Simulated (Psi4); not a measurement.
# SiPH5 (SMILES [SiH3]P) at CCSD(T)/6-31G(d) (spherical functions, sweep point 8)

What is the vertical ionisation energy of SiPH5 at CCSD(T)/6-31G* (spherical functions, sweep point 8)? Input form: a Python script.

The calculation is run with Psi4 1.11.

2 further runs of the same task are left out: 2 set aside as unsound or not needed.

## 1. The structure to begin with

SiPH5 has 7 atoms, charge 0, and is taken as a singlet. As SMILES, `[SiH3]P`. The shape is that of a GFN2-xTB optimisation.

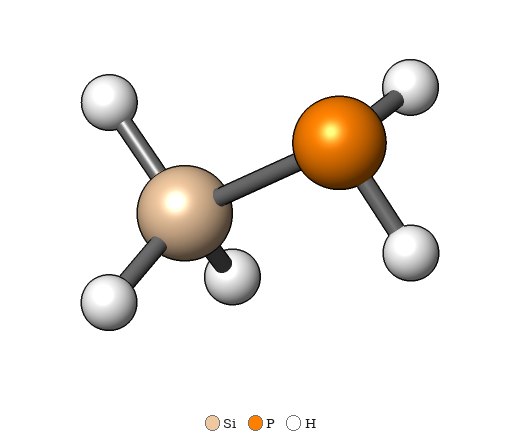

Viewed from a chosen angle; silicon light orange, phosphorus orange, hydrogen white.

## 2. The energy at CCSD(T)/6-31G(d) (spherical functions, sweep point 8)

Contents of h5psi.py:

```python
import psi4

psi4.set_memory(1600000000)
psi4.set_num_threads(1)
psi4.core.set_output_file('h5psi.out', False)

mol = psi4.geometry("""
0 1
Si    -1.21099319    -0.68323048    -0.74818037
P      2.00558523    -0.01723430     1.90423922
H     -3.44969504    -1.13939147     0.80566584
H     -0.56487693    -2.91836075    -2.23862626
H     -1.68282001     1.45302931    -2.44466310
H      1.25606316     2.38150845     2.62127690
H      3.64671789     0.92367923     0.10026887
units bohr
symmetry c1
""")

options = {'basis': '6-31G*', 'puream': True, 'scf_type': 'pk', 'num_frozen_docc': 10}
psi4.set_options(options)

E = psi4.energy("ccsd(t)")
print(f'ccsd(t) energy: {E:.10f} Eh')
```

Started as:

```sh
$ python h5psi.py
```

h5psi.out, shortened:

```text
[...]
  Running in c1 symmetry.
[...]
  Nuclear repulsion =   91.502975548906178
[...]
  Multiplicity = 1
[...]
  Nalpha       = 17
  Nbeta        = 17
[...]
    Number of basis functions: 46
[...]
   @RHF iter   1:  -632.49174465931526   -4.59252e-01   3.75329e-03 DIIS/ADIIS
[...]
   @RHF iter  10:  -632.53089519262619   -3.06954e-12   6.15944e-09 DIIS
[...]
    Orbital Energies [Eh]
    ---------------------
    Doubly Occupied:
       1A    -79.909503     2A    -68.761240     3A     -7.472236
       4A     -6.128238     5A     -5.365662     6A     -5.365032
       7A     -5.363799     8A     -4.233315     9A     -4.233281
      10A     -4.233115    11A     -0.867775    12A     -0.709555
      13A     -0.541164    14A     -0.505854    15A     -0.488051
      16A     -0.449637    17A     -0.366032
[...]
  @RHF Final Energy:  -632.53089519262619
   => Energetics <=
    Nuclear Repulsion Energy =             91.5029755489061785
    One-Electron Energy =               -1058.0807600030661888
    Two-Electron Energy =                 334.0468892615339200
    Total Energy =                       -632.5308951926260761
[...]
 Multipole Moments:
 ------------------------------------------------------------------------------------
     Multipole            Electronic (a.u.)      Nuclear  (a.u.)        Total (a.u.)
 ------------------------------------------------------------------------------------
 L = 1.  Multiply by 2.5417464519 to convert [e a0] to [Debye]
 Dipole X            :          2.0720809           -2.2444638           -0.1723829
 Dipole Y            :         -0.7043239            0.9415574            0.2372334
 Dipole Z            :          2.3657283           -2.6650463           -0.2993180
 Magnitude           :                                                    0.4190308
[...]
      * MP2 total energy                      = -632.710524587159398
[...]
      * CCSD total energy                     = -632.752101022849502
[...]
      * CCSD(T) total energy                  = -632.757799387769296
```

On the terminal:

```text
ccsd(t) energy: -632.7577993878 Eh
```

Run time: 4.2 s. Hardware: 1 thread of Intel Xeon Platinum 8488C (Sapphire Rapids), shared host; peak memory 0.21 GiB.

## 3. The doublet cation, same level

Contents of run.py:

```python
import psi4

psi4.set_memory('1600 MB')
psi4.set_num_threads(1)
psi4.core.set_output_file('h5psi.out', False)

geom = psi4.geometry("""
1 2
Si    -1.21099319    -0.68323048    -0.74818037
P      2.00558523    -0.01723430     1.90423922
H     -3.44969504    -1.13939147     0.80566584
H     -0.56487693    -2.91836075    -2.23862626
H     -1.68282001     1.45302931    -2.44466310
H      1.25606316     2.38150845     2.62127690
H      3.64671789     0.92367923     0.10026887
units bohr
symmetry c1
""")

psi4.set_options({
    'basis': '6-31G*',
    'reference': 'uhf',
    'puream': True,
    'scf_type': 'pk',
    'num_frozen_docc': 10,
    'maxiter': 150,
})

E = psi4.energy('ccsd(t)')
print('E =', round(E, 9))
```

Started as:

```sh
$ python run.py
```

h5psi.out, shortened:

```text
[...]
  Running in c1 symmetry.
[...]
  Nuclear repulsion =   91.502975548906178
[...]
  Multiplicity = 2
[...]
  Nalpha       = 17
  Nbeta        = 16
[...]
    Number of basis functions: 46
[...]
   @UHF iter   1:  -632.14393296895003   -1.11440e-01   4.68716e-03 DIIS/ADIIS
[...]
   @UHF iter  15:  -632.20841524634852   -3.18323e-12   8.23911e-09 DIIS
[...]
   @S^2 Observed:                7.586247896E-01
[...]
    Orbital Energies [Eh]
    ---------------------
    Alpha Occupied:
       1A    -80.229523     2A    -68.978891     3A     -7.792986
       4A     -6.346595     5A     -5.695617     6A     -5.683337
       7A     -5.682104     8A     -4.453677     9A     -4.450323
      10A     -4.450171    11A     -1.167790    12A     -0.929184
      13A     -0.804280    14A     -0.758037    15A     -0.694805
      16A     -0.683588    17A     -0.682745
    Alpha Virtual:
      18A     -0.089271    19A     -0.086104    20A     -0.042025
      21A     -0.013544    22A     -0.007509    23A      0.081686
      24A      0.135778    25A      0.187057    26A      0.189164
[...]
  @UHF Final Energy:  -632.20841524634852
   => Energetics <=
    Nuclear Repulsion Energy =             91.5029755489061785
    One-Electron Energy =               -1049.3589533150448005
    Two-Electron Energy =                 325.6475625197901422
    Total Energy =                       -632.2084152463485225
  UHF NO Occupations:
  HONO-2 :   15  A 1.9993112
  HONO-1 :   16  A 1.9970906
[...]
 Multipole Moments:
 ------------------------------------------------------------------------------------
     Multipole            Electronic (a.u.)      Nuclear  (a.u.)        Total (a.u.)
 ------------------------------------------------------------------------------------
 L = 1.  Multiply by 2.5417464519 to convert [e a0] to [Debye]
 Dipole X            :          2.9615968           -2.2444638            0.7171330
 Dipole Y            :         -0.6065461            0.9415574            0.3350113
 Dipole Z            :          3.1495501           -2.6650463            0.4845038
 Magnitude           :                                                    0.9280389
[...]
      * MP2 total energy                      = -632.367577946132883
[...]
      * CCSD total energy                     = -632.410031187621144
[...]
      * CCSD(T) total energy                     = -632.415174033274980
```

The script printed:

```text
E = -632.415174033
```

It took 6.3 s on 1 thread of Intel Xeon Platinum 8488C (Sapphire Rapids), shared host; peak memory 0.22 GiB.

## 4. What came out

Level: CCSD(T)/6-31G* (spherical functions, sweep point 8), 10 core orbitals frozen.

```
                                                                  quantity          value
                                               singlet SiPH5: total energy  -632.75780 Eh
                        singlet SiPH5: HOMO energy (Hartree–Fock orbitals)       -9.96 eV
                        singlet SiPH5: LUMO energy (Hartree–Fock orbitals)        3.61 eV
                      singlet SiPH5: HOMO–LUMO gap (Hartree–Fock orbitals)       13.57 eV
               singlet SiPH5: correlation energy (10 core orbitals frozen)     -226.9 mEh
                                             singlet SiPH5: (T) correction      -5.70 mEh
                                              singlet SiPH5: T1 diagnostic          0.013
                                              doublet cation: total energy  -632.41517 Eh
doublet cation: HOMO energy (Hartree–Fock orbitals) (highest over α and β)      -18.29 eV
 doublet cation: LUMO energy (Hartree–Fock orbitals) (lowest over α and β)       -7.69 eV
              doublet cation: correlation energy (10 core orbitals frozen)     -206.8 mEh
                                            doublet cation: (T) correction      -5.14 mEh
                         doublet cation: ⟨S²⟩ of the reference determinant          0.759
                                             doublet cation: T1 diagnostic          0.024
                        vertical ionisation energy (to the doublet cation)       9.323 eV
```

Removing an electron at fixed nuclei costs 9.32 eV (900 kJ/mol). The triples (singlet SiPH5) make up 2.5 % of the correlation energy. The triples (doublet cation) make up 2.5 % of the correlation energy.
